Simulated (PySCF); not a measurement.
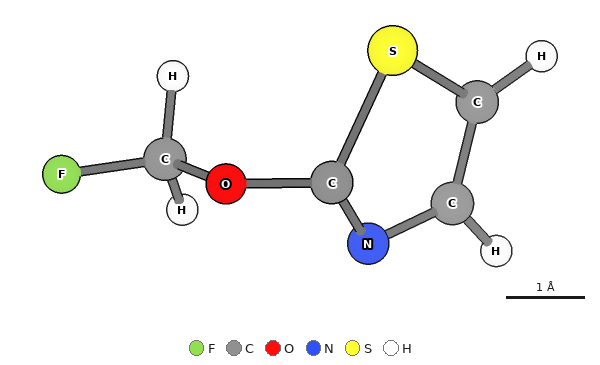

**Figure 1.** The structure as given in the input (ball-and-stick view, seen at a tilt). Bond lengths as drawn: C–C 1.37 Å, C–F 1.38 Å, C–H 1.07 to 1.11 Å, C–N 1.33 to 1.34 Å, C–O 1.38 to 1.39 Å and C–S 1.75 to 1.87 Å.

## EPR calculation of C$_{4}$H$_{4}$FNOS (charge −1)

- system: C$_{4}$H$_{4}$FNOS, charge −1, multiplicity 2, SMILES FCO[C-]1[N]C=CS1
- method: UKS B3LYP, pcH-1 on C F H N O S, non-relativistic, mean-field spin-orbit, GIAO (PySCF 2.14.0)

It belongs to a series of runs on one base structure; here: electron added.

The program's output:
```
UKS, coarse grid
  cycle   1  E = -782.68280724  |g| = 5.96e-01
  cycle   2  E = -782.52283436  |g| = 9.00e-01
  cycle   3  E = -782.80834392  |g| = 1.14e-01
  cycle   4  E = -782.81159932  |g| = 8.42e-02
  cycle   5  E = -782.81489730  |g| = 2.08e-02
  cycle   6  E = -782.81510881  |g| = 6.17e-03
  cycle   7  E = -782.81512880  |g| = 3.43e-03
  cycle   8  E = -782.81513616  |g| = 1.37e-03
  cycle   9  E = -782.81513818  |g| = 7.77e-04
UKS, final grid
  cycle   1  E = -782.81514288  |g| = 1.34e-03
  cycle   2  E = -782.81514125  |g| = 2.47e-03
  cycle   3  E = -782.81514360  |g| = 1.87e-04
  cycle   4  E = -782.81514362  |g| = 6.74e-05
  cycle   5  E = -782.81514363  |g| = 6.32e-05
  cycle   6  E = -782.81514363  |g| = 2.13e-05
E = -782.81514363 Eh   <S^2> = 0.7608 (exact 0.7500)
g shifts (ppm)      1          2          3
  rmc          -214       -214       -214
  gc              0         26         -3
  oz_so       -1524       2493       7944
  total       -1736       2305       7728
hyperfine (MHz)  atom isotope    a_iso     a_fc   dipolar eigenvalues
    0   19F      14.66      14.68    -12.51     -9.07     21.58
    1   13C      24.08      24.09     -4.75     -4.15      8.90
    2   17O    -118.37    -118.31     -4.34      1.75      2.59
    3   13C     344.20     343.96    -43.85    -42.96     86.81
    4   14N      13.99      13.97     -7.57     -7.08     14.65
    5   13C      -7.93      -7.93    -10.61      4.56      6.05
    6   13C      25.11      24.90    -23.03    -20.85     43.88
    7   33S      36.08      36.53    -21.86    -20.90     42.76
    8    1H      -3.22      -3.22     -2.93      0.02      2.90
    9    1H      -3.47      -3.47     -3.02     -0.20      3.22
   10    1H       1.97       1.96     -3.01     -0.05      3.06
   11    1H     -17.90     -17.97    -11.44     -0.29     11.74
```

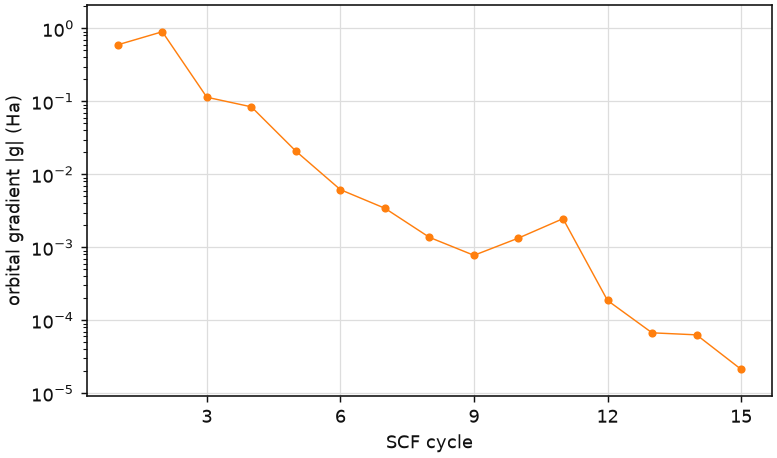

**Figure 2.** Convergence of the self-consistent field: orbital gradient |g| against the SCF cycle. All cycles printed in the log are drawn one after another.

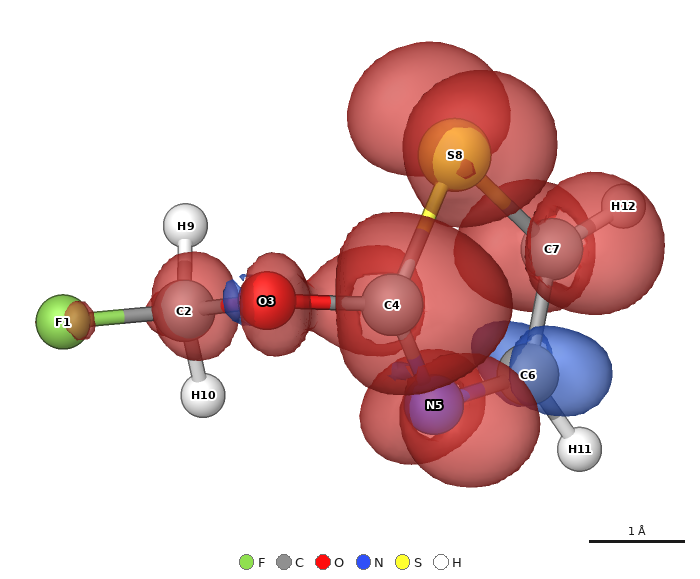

**Figure 3.** Isosurfaces of the spin density (α minus β) at +0.015 (red) and −0.015 e/Å³ (blue), seen at a tilt. The unpaired spin (1 electron) lies mostly on C4 (about 0.4), S8 (about 0.2), C7 (about 0.2) and N5 (about 0.1), in electrons by Hirshfeld's partition.

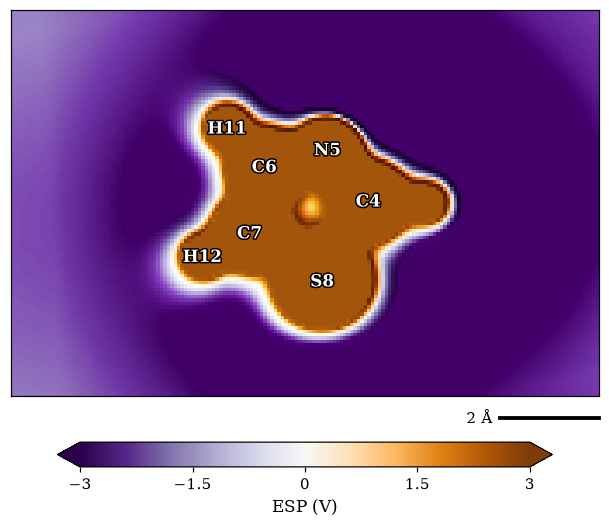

**Figure 4.** Electrostatic potential on the plane of atoms C4, S8 and C7. Atoms in the plane: C, N, S and H.

This output came from the following input.

The input:
```
{"job": {"kind": "epr", "basis": "pcH-1"}, "charge": -1, "multiplicity": 2}
F      3.370357    -0.125760     0.337655
C      1.996430    -0.066009     0.371660
O      1.521608     0.431548    -0.821816
C      0.134531     0.357926    -0.906559
N     -0.476750    -0.828621    -0.779478
C     -1.703636    -0.706746    -0.288360
C     -2.063240     0.508919     0.234408
S     -0.791587     1.692639     0.011091
H      1.733225     0.589992     1.222422
H      1.636805    -1.092512     0.554737
H     -2.356600    -1.571232    -0.287994
H     -2.999945     0.809170     0.664667
```

The first line tells a small driver script what to run in PySCF; the rest is the geometry in Å.

Command:
```bash
OMP_NUM_THREADS=1 python <driver script> task.json out
```

Results in brief:

```tsv
quantity	value
outcome	converged
total energy	−782.815144 hartree
⟨S²⟩	0.761
isotropic g	2.0051
hardware	1 CPU thread, shared host
wall time	68 s
peak memory	0.9 GiB
```
